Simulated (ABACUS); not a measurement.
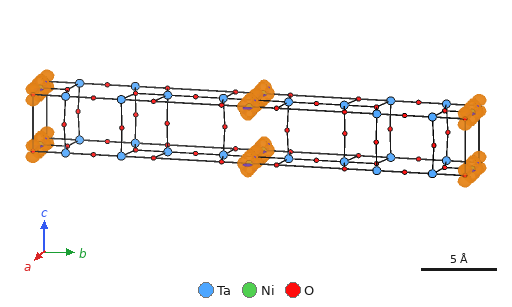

The picture shows: Ta4NiO11. Isosurfaces of the spin density (up minus down) at +0.03 (orange) and −0.03 e/Å³ (purple), seen slightly off an axis. Sticks mark near contacts.

Space group Cmmm; a generated structure, not necessarily the stable one; spin-polarised.

Method: Kohn-Sham DFT of a periodic cell, PBE, PseudoDojo NC SR 0.5 PBE standard in ABACUS.

The density is the valence pseudo-density of a pseudopotential calculation; it isn't the true density close to the nuclei.

```
Ta Ni O
1.0
     3.90990    0.00000    0.00000
     0.00000   29.65946    0.00000
     0.00000    0.00000    3.88590
Ta Ni O
8 2 22
Direct
  0.00000 0.79563 0.00000
  0.50000 0.29563 0.00000
  0.00000 0.20437 0.00000
  0.50000 0.70437 0.00000
  0.00000 0.07549 0.00000
  0.50000 0.57549 0.00000
  0.00000 0.92451 0.00000
  0.50000 0.42451 0.00000
  0.00000 0.50000 0.00000
  0.50000 0.00000 0.00000
  0.00000 0.86013 0.00000
  0.50000 0.36013 0.00000
  0.00000 0.13987 0.00000
  0.50000 0.63987 0.00000
  0.00000 0.27893 0.00000
  0.50000 0.77893 0.00000
  0.00000 0.72107 0.00000
  0.50000 0.22107 0.00000
  0.00000 0.56355 0.00000
  0.50000 0.06355 0.00000
  0.00000 0.43645 0.00000
  0.50000 0.93645 0.00000
  0.00000 0.00000 0.00000
  0.50000 0.50000 0.00000
  0.00000 0.07210 0.50000
  0.50000 0.57210 0.50000
  0.00000 0.92790 0.50000
  0.50000 0.42790 0.50000
  0.00000 0.20564 0.50000
  0.50000 0.70564 0.50000
  0.00000 0.79436 0.50000
  0.50000 0.29436 0.50000
```

Which atoms carry the moments, and with what signs?

Answer. The spin density sits on Ni: +0.3 μB (×2) in one cell of 32 atoms, with smaller moments on other sites: O (up to +0.07 μB): parallel main moments (a ferromagnetic arrangement) in this solution. The cell of the calculation (16 atoms) carries 0.4 μB of net spin moment.
